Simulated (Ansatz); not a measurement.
GaN (zinc blende), energy against volume

GaN (zinc blende)

```
GaN
1.0
    0.00000     2.24896     2.24896
    2.24896     0.00000     2.24896
    2.24896     2.24896     0.00000
N Ga
1 1
Direct
  0.75000   0.75000   0.75000
  0.00000   0.00000   0.00000
```

This relaxed cell (volume V₀) is scaled evenly in all directions, its shape held. Symmetry pins the atoms to their sites.

All values below come from r2SCAN (plane waves to 500 eV, PAW, scalar-relativistic; Ansatz, an electronic-structure program). k mesh 13×13×13 (Γ-centred), Fermi-Dirac smearing 0.05 eV. Energies are smeared free energies. Compression counts positive. GaN was relaxed with its symmetry unable to fall. The zero of ΔE is the relaxed starting cell.

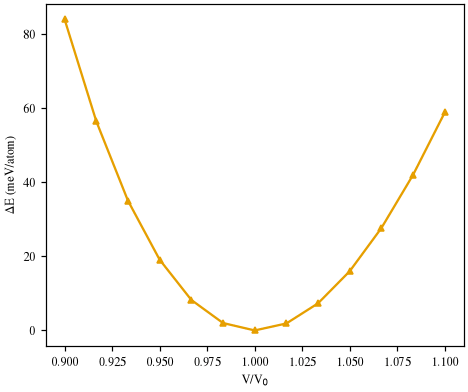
*ΔE (meV/atom) against V/V₀; one marker a computed point.*

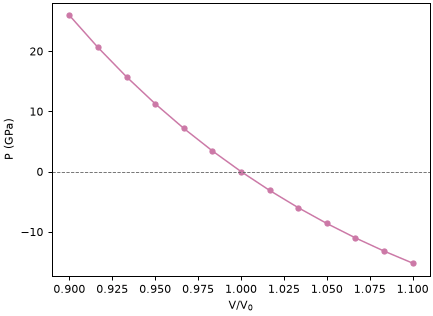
Figure. P (GPa) against V/V₀; computed points joined by lines.

The energy cost of the largest compression is 84.0 meV/atom and the pressure derivative B₀′ (fit) is 4.3. The pressure for 5 % compression (fit) comes out as 11.2 GPa. The energy cost of the largest expansion comes out as 58.9 meV/atom and the pressure at the smallest volume is 25.9 GPa.

P = (3B₀/2)(x⁷ − x⁵)[1 + ¾(B₀′ − 4)(x² − 1)] with x = (1/0.95)^(1/3), B₀ = 196 GPa and B₀′ = 4.31.

(Under strain, the slope of the energy per volume gives the stress and its curvature an elastic modulus.)
